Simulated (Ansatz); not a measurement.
# Run report: GaH4ClO3, geometry relaxation (part 1 of 2)

System: GaH4ClO3.
Method: RKS PBE-D4/def2-SVP (Ansatz 0.2.0).

It belongs to a series of runs on one base structure; here: end point B relaxed. Figures and captions count atoms from 1; the log counts them from 0 in places.

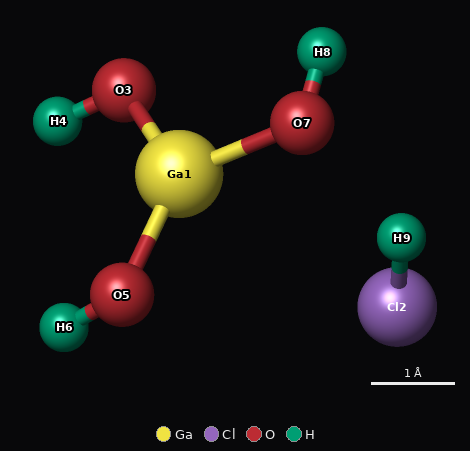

**Figure 1.** The structure as given in the input (ball-and-stick view, seen at a tilt; atoms are numbered from 1 in the order of the input). Sticks mark near contacts. Bond lengths as drawn: Cl–H 1.34 Å, Ga–O 1.79 to 1.80 Å and H–O 0.97 to 0.98 Å.

## Key numbers

```csv
quantity,value
outcome,converged
total energy,−71075.8561 eV
mean-field energy,−71075.6579 eV
largest force (length of the vector) at the end,0.024 eV/Å
hardware,"4 threads of Arm Neoverse V2, 24 GiB of memory available, shared host"
wall time,22 s (CPU time 79 s)
peak memory,0.17 GiB
```

## Input
```yaml
crystal:
  periodic: [false, false, false]
  atoms:
    - { symbol: Ga, position_ang: [0.001831, 0.517063, -0.251019] }
    - { symbol: Cl, position_ang: [-0.206773, -0.191062, 3.10401] }
    - { symbol: O, position_ang: [1.602368, -0.148505, -0.736309] }
    - { symbol: H, position_ang: [1.531743, -0.999954, -1.20542] }
    - { symbol: O, position_ang: [-1.637874, -0.087377, -0.649173] }
    - { symbol: H, position_ang: [-1.627846, -1.006674, -0.973833] }
    - { symbol: O, position_ang: [0.040926, 2.086282, 0.627368] }
    - { symbol: H, position_ang: [0.961651, 2.408563, 0.689774] }
    - { symbol: H, position_ang: [-0.222925, 1.028765, 2.538402] }
basis:
  gaussian: { orbitals: def2-SVP }
hamiltonian:
  xc: pbe
  dispersion: d4
relax:
  f_tol: 0.03
  max_steps: 50
output:
  orbitals: {}
```

Command:
```bash
ansatz run input.yaml --threads 4 --pin off --max-ram 5120MiB --backend cpu --events-out ev --progress --plain --runs-dir out
```

## Output
```
The last accepted step is kept in [file] (removed where the run ends without a failure and the disk answers)
Engine: ansatz 0.2.0, aarch64-unknown-linux-gnu
Functional definition: PBE
  parameter kappa = 0.804
  parameter beta = 0.06672455060314922
  exchange = pbe_x(kappa = kappa, mu = beta*pi^2/3)
  correlation = pbe_c(beta = beta)
1211 factors; their error is unknown
mean field evaluation 1: about -71056.9339 eV, gradient 1.0e2 eV
mean field evaluation 2: about -70965.1818 eV, gradient 2.3e2 eV
mean field evaluation 4: about -71073.0214 eV, gradient 2.7e1 eV
mean field evaluation 8: about -71074.4025 eV, gradient 1.9e-1 eV
mean field evaluation 16: about -71074.3531 eV, gradient 3.2e-4 eV
mean field -71074.35309564 eV, -2611.9343003379 hartree, gradient 4.9e-5 eV, S^2 0.000000; 0 other end points of the search recorded, 0 dependent functions left out
the calculation of the forces begins
reference -71074.35313547 eV, -2611.9343018016 hartree; 38, 38 occupied and 74, 74 virtual orbitals, 1211 factors
relax step   1: F+E_penalty+E_count = -71074.52995301 eV  Δ(F+E_penalty+E_count) = +0.000e0 eV  max|allowed force component| = 8.301e-1 eV/Å  Δτ_max = 0.0000 Å  (27 SCF iters, accepted)
these checks for a lower state are left out or cut short: starts, cluster_reference, orbital_swaps, neighbouring_geometries, increment
1211 factors; their error is unknown
mean field -71074.46659808 eV, -2611.9384714757 hartree, gradient 1.8e-5 eV, S^2 0.000000; 0 other end points of the search recorded, 0 dependent functions left out
[... from here on the field's lines of each further geometry are left out, up to the last ...]
relax step   2: F+E_penalty+E_count = -71074.65280941 eV  Δ(F+E_penalty+E_count) = -1.229e-1 eV  max|allowed force component| = 4.358e-1 eV/Å  Δτ_max = 0.1949 Å  (30 SCF iters, accepted)
relax step   3: F+E_penalty+E_count = -71074.70953104 eV  Δ(F+E_penalty+E_count) = -5.672e-2 eV  max|allowed force component| = 7.152e-1 eV/Å  Δτ_max = 0.1950 Å  (30 SCF iters, accepted)
relax step   4: F+E_penalty+E_count = -71074.76797547 eV  Δ(F+E_penalty+E_count) = -5.844e-2 eV  max|allowed force component| = 7.223e-1 eV/Å  Δτ_max = 0.1928 Å  (29 SCF iters, accepted)
relax step   5: F+E_penalty+E_count = -71074.85042452 eV  Δ(F+E_penalty+E_count) = -8.245e-2 eV  max|allowed force component| = 9.791e-1 eV/Å  Δτ_max = 0.1958 Å  (35 SCF iters, accepted)
relax step   6: F+E_penalty+E_count = -71075.06344450 eV  Δ(F+E_penalty+E_count) = -2.130e-1 eV  max|allowed force component| = 1.681e0 eV/Å  Δτ_max = 0.1913 Å  (33 SCF iters, accepted)
relax step   7: F+E_penalty+E_count = -71075.18019459 eV  Δ(F+E_penalty+E_count) = -1.168e-1 eV  max|allowed force component| = 4.717e0 eV/Å  Δτ_max = 0.1999 Å  (32 SCF iters, accepted)
relax step   8: F+E_penalty+E_count = -71075.57777030 eV  Δ(F+E_penalty+E_count) = -3.976e-1 eV  max|allowed force component| = 1.106e0 eV/Å  Δτ_max = 0.2000 Å  (33 SCF iters, accepted)
relax step   9: F+E_penalty+E_count = -71075.60512445 eV  Δ(F+E_penalty+E_count) = -2.735e-2 eV  max|allowed force component| = 1.603e0 eV/Å  Δτ_max = 0.1947 Å  (31 SCF iters, accepted)
relax step  10: F+E_penalty+E_count = -71075.68655408 eV  Δ(F+E_penalty+E_count) = -8.143e-2 eV  max|allowed force component| = 1.004e0 eV/Å  Δτ_max = 0.2000 Å  (33 SCF iters, accepted)
relax step  11: F+E_penalty+E_count = -71075.72703107 eV  Δ(F+E_penalty+E_count) = -4.048e-2 eV  max|allowed force component| = 6.793e-1 eV/Å  Δτ_max = 0.1997 Å  (32 SCF iters, accepted)
relax step  12: F+E_penalty+E_count = -71075.78000103 eV  Δ(F+E_penalty+E_count) = -5.297e-2 eV  max|allowed force component| = 2.740e-1 eV/Å  Δτ_max = 0.0753 Å  (28 SCF iters, accepted)
relax step  13: F+E_penalty+E_count = -71075.80351883 eV  Δ(F+E_penalty+E_count) = -2.352e-2 eV  max|allowed force component| = 4.228e-1 eV/Å  Δτ_max = 0.1114 Å  (29 SCF iters, accepted)
relax step  14: F+E_penalty+E_count = -71075.80511551 eV  Δ(F+E_penalty+E_count) = -1.597e-3 eV  max|allowed force component| = 9.173e-1 eV/Å  Δτ_max = 0.1240 Å  (30 SCF iters, accepted)
relax step  15: F+E_penalty+E_count = -71075.83215712 eV  Δ(F+E_penalty+E_count) = -2.704e-2 eV  max|allowed force component| = 5.049e-1 eV/Å  Δτ_max = 0.0809 Å  (30 SCF iters, accepted)
relax step  16: F+E_penalty+E_count = -71075.84620222 eV  Δ(F+E_penalty+E_count) = -1.405e-2 eV  max|allowed force component| = 2.403e-1 eV/Å  Δτ_max = 0.0764 Å  (29 SCF iters, accepted)
relax step  17: F+E_penalty+E_count = -71075.84743315 eV  Δ(F+E_penalty+E_count) = -1.231e-3 eV  max|allowed force component| = 2.810e-1 eV/Å  Δτ_max = 0.0535 Å  (28 SCF iters, accepted)
relax step  18: F+E_penalty+E_count = -71075.85072036 eV  Δ(F+E_penalty+E_count) = -3.287e-3 eV  max|allowed force component| = 3.152e-1 eV/Å  Δτ_max = 0.0679 Å  (28 SCF iters, accepted)
relax step  19: F+E_penalty+E_count = -71075.85504620 eV  Δ(F+E_penalty+E_count) = -4.326e-3 eV  max|allowed force component| = 4.439e-2 eV/Å  Δτ_max = 0.0223 Å  (26 SCF iters, accepted)
relax step  20: F+E_penalty+E_count = -71075.85573936 eV  Δ(F+E_penalty+E_count) = -6.932e-4 eV  max|allowed force component| = 6.252e-2 eV/Å  Δτ_max = 0.0167 Å  (27 SCF iters, accepted)
the calculation of the forces begins
reference -71075.65789332 eV, -2611.9822507681 hartree; 38, 38 occupied and 74, 74 virtual orbitals, 1211 factors
relax step  21: F+E_penalty+E_count = -71075.85601558 eV  Δ(F+E_penalty+E_count) = -2.762e-4 eV  max|allowed force component| = 1.572e-2 eV/Å  Δτ_max = 0.0147 Å  (27 SCF iters, accepted)
1211 factors; their error is unknown
mean field evaluation 160: about -71073.2800 eV, gradient 3.3e1 eV
```

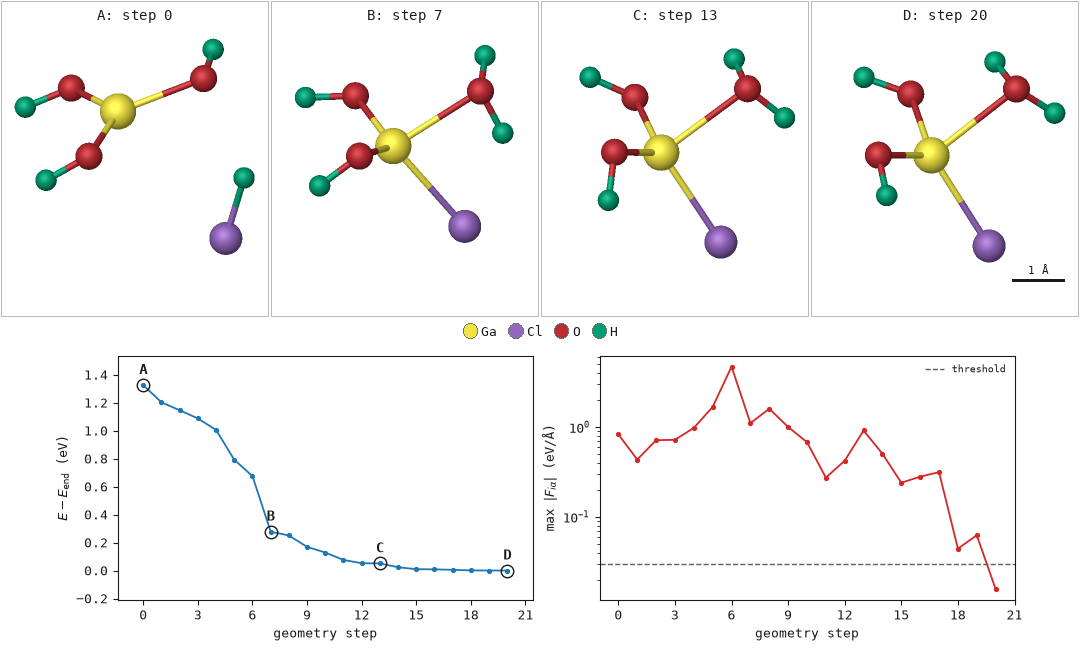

**Figure 2.** Frames of the relaxation (ball-and-stick view, seen at a tilt) above the curves, on which the letters mark them (the first geometry is step 0 here and step 1 in the log).

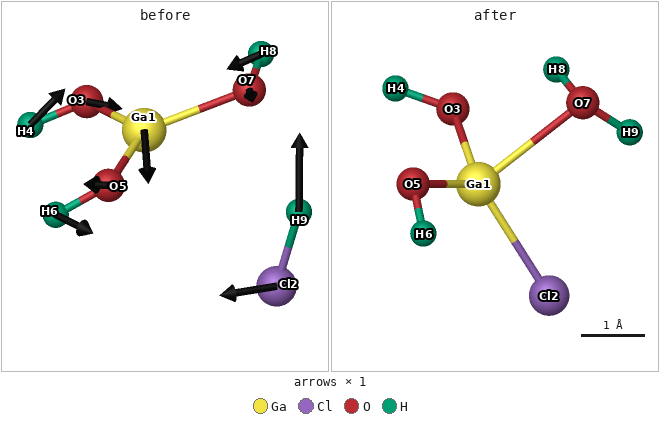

**Figure 3.** Before (left) and after (right) the relaxation, at one scale (ball-and-stick view, seen at a tilt). The black arrows give the displacements, at true length. The atom that moves furthest after the best rigid fit is H9 (1.27 Å). Largest moves by element: H 1.27 Å, Cl 0.96 Å, Ga 0.90 Å, O 0.59 Å. Among the contacts that change: Cl2–H9 1.345 → 2.926 Å, Ga1–Cl2 3.435 → 2.184 Å, O7–H9 2.200 → 0.980 Å, Ga1–O7 1.799 → 2.122 Å. New bonds form: Ga1–Cl2 (3.44 → 2.18 Å), O7–H9 (2.20 → 0.98 Å). Bonds break: Cl2–H9 (1.34 → 2.93 Å). Among the angles that change: O3–Ga1–O7 115.8° → 80.8°, Ga1–O7–H8 109.8° → 85.7°, O3–Ga1–O5 129.0° → 117.3°. After 20 geometry steps the energy has fallen by 1.326 eV. Largest force component: 0.83 eV/Å at the start, 0.016 eV/Å at the end. (Atoms are counted from 1 in the order of the input.)

```
mean field -71075.65785425 eV, -2611.9822493324 hartree, gradient 8.4e-5 eV, S^2 0.000000; 1 other end points of the search recorded, 0 dependent functions left out
the calculation of the forces begins
reference -71075.65789332 eV, -2611.9822507681 hartree; 38, 38 occupied and 74, 74 virtual orbitals, 1211 factors
Total energy: -71075.85605465 eV, -2611.9895330627 hartree
Atom 0 at    -0.136237    -0.122267     0.362256 Å, force     0.001345    -0.009992    -0.010382 eV/Å
Atom 1 at    -0.418485    -0.824396     2.410993 Å, force     0.001195    -0.001651     0.004885 eV/Å
Atom 2 at     1.588934     0.136313    -0.201124 Å, force     0.000112    -0.001535     0.006166 eV/Å
Atom 3 at     1.761020    -0.208862    -1.095237 Å, force    -0.000994     0.000483    -0.003950 eV/Å
Atom 4 at    -1.384892    -0.408983    -0.902284 Å, force    -0.015722    -0.010071     0.015564 eV/Å
Atom 5 at    -2.216652    -0.730235    -0.507449 Å, force     0.015124     0.010293    -0.013737 eV/Å
Atom 6 at     0.067902     1.937345     0.830556 Å, force    -0.000845     0.013707     0.012634 eV/Å
Atom 7 at     0.983862     1.857859     0.444347 Å, force     0.002826    -0.000260    -0.004751 eV/Å
Atom 8 at     0.197649     1.970325     1.801741 Å, force    -0.003041    -0.000974    -0.006429 eV/Å
Dipole moment:     0.092286     0.357405    -0.001967 e Å
```

## Trajectory as extended XYZ (Å, eV, eV/Å), 21 frames, from step=1 to step=21
```
9
Properties=species:S:1:pos:R:3:forces:R:3 step=1 energy=-71074.52995
Ga    0.0018    0.5171   -0.2510   -0.0317  -0.2533  -0.0078
Cl   -0.2068   -0.1911    3.1040    0.0050   0.8301  -0.4951
O     1.6024   -0.1485   -0.7363   -0.0058  -0.0102  -0.0001
H     1.5317   -1.0000   -1.2054    0.0039   0.0061   0.0054
O    -1.6379   -0.0874   -0.6492    0.0038  -0.0330  -0.0089
H    -1.6278   -1.0067   -0.9738    0.0028   0.0343   0.0061
O     0.0409    2.0863    0.6274    0.0493   0.1116   0.3665
H     0.9617    2.4086    0.6898   -0.0635  -0.0110  -0.0027
H    -0.2229    1.0288    2.5384    0.0363  -0.6746   0.1365
9
Properties=species:S:1:pos:R:3:forces:R:3 step=2 energy=-71074.65281
Ga   -0.0027    0.4728   -0.1622   -0.0374  -0.4358  -0.0638
Cl   -0.1874   -0.1110    2.9274   -0.0194  -0.1223  -0.0110
O     1.5957   -0.1528   -0.7103   -0.0323   0.0189   0.0141
H     1.5268   -0.9879   -1.2093   -0.0073   0.0375   0.0220
O    -1.6412   -0.1037   -0.6072    0.0074  -0.0468  -0.0310
H    -1.6311   -1.0050   -0.9812    0.0054   0.0721   0.0315
O     0.0377    2.0184    0.7698    0.2117   0.3527   0.2352
H     0.9466    2.3877    0.7520   -0.2091  -0.0460   0.0543
H    -0.2013    1.0886    2.3648    0.0810   0.1696  -0.2512
9
Properties=species:S:1:pos:R:3:forces:R:3 step=3 energy=-71074.70953
Ga   -0.0124    0.4214   -0.0596   -0.1114  -0.4610  -0.2545
Cl   -0.2199   -0.0845    2.8059   -0.0127  -0.6673   0.1940
O     1.5869   -0.1498   -0.6654   -0.0272   0.0673   0.0915
H     1.5241   -0.9651   -1.1954   -0.0148  -0.0008   0.0198
O    -1.6453   -0.1103   -0.5823    0.0337   0.1165   0.0498
H    -1.6378   -0.9990   -0.9773    0.0035  -0.0799  -0.0169
O     0.0267    2.0101    0.8313   -0.1303   0.1388   0.1926
H     0.9203    2.3892    0.7880    0.2319   0.1711   0.0037
H    -0.0995    1.0951    2.1986    0.0273   0.7152  -0.2802
9
Properties=species:S:1:pos:R:3:forces:R:3 step=4 energy=-71074.76797
Ga   -0.0352    0.3952   -0.0111   -0.0534  -0.3288  -0.0384
Cl   -0.1511   -0.1302    2.6316   -0.0514  -0.7130   0.2615
O     1.5750   -0.1626   -0.5920    0.0418   0.0417  -0.0073
H     1.5230   -0.9687   -1.1378   -0.0073   0.0294   0.0263
O    -1.6604   -0.1020   -0.5881   -0.0280  -0.0629  -0.0896
H    -1.6597   -1.0032   -0.9663    0.0104   0.1352   0.0743
O     0.0155    2.0230    0.8700    0.4332   0.3255   0.0578
H     0.9177    2.4191    0.8100   -0.4236  -0.1494   0.0157
H    -0.0817    1.1365    2.1273    0.0783   0.7223  -0.3004
9
Properties=species:S:1:pos:R:3:forces:R:3 step=5 energy=-71074.85042
Ga   -0.0601    0.3224    0.0822   -0.1318  -0.3040  -0.3532
Cl   -0.0892   -0.1838    2.4537   -0.1187  -0.7847   0.6402
O     1.5695   -0.1727   -0.5079    0.0564   0.0671  -0.0668
H     1.5382   -0.9599   -1.0811    0.0012   0.0352  -0.0036
O    -1.6750   -0.0797   -0.6142    0.1035   0.3279   0.0817
H    -1.6991   -0.9868   -0.9564   -0.0143  -0.2141  -0.0692
O     0.0092    2.0265    0.9221   -0.7258  -0.4500   0.3962
H     0.8735    2.4362    0.8113    0.6755   0.3435  -0.0474
H    -0.0237    1.2048    2.0342    0.1540   0.9791  -0.5779
9
Properties=species:S:1:pos:R:3:forces:R:3 step=6 energy=-71075.06345
Ga   -0.0871    0.2144    0.1785   -0.2465  -0.6610  -1.3471
Cl   -0.0659   -0.2231    2.3629   -0.1752  -1.6809   1.6031
O     1.5657   -0.1686   -0.4612   -0.0771   0.1490  -0.0587
H     1.5655   -0.9380   -1.0591   -0.0122   0.0775  -0.0199
O    -1.6843   -0.0571   -0.6506    0.2932  -0.1857  -0.0027
H    -1.7501   -0.9865   -0.9620    0.0056   0.3401   0.1236
O    -0.0113    1.9901    1.0098    0.9578   0.8976  -0.2759
H     0.8592    2.4583    0.8264   -0.9517  -0.5680   0.3561
H     0.0514    1.3175    1.8990    0.2060   1.6312  -0.3786
```
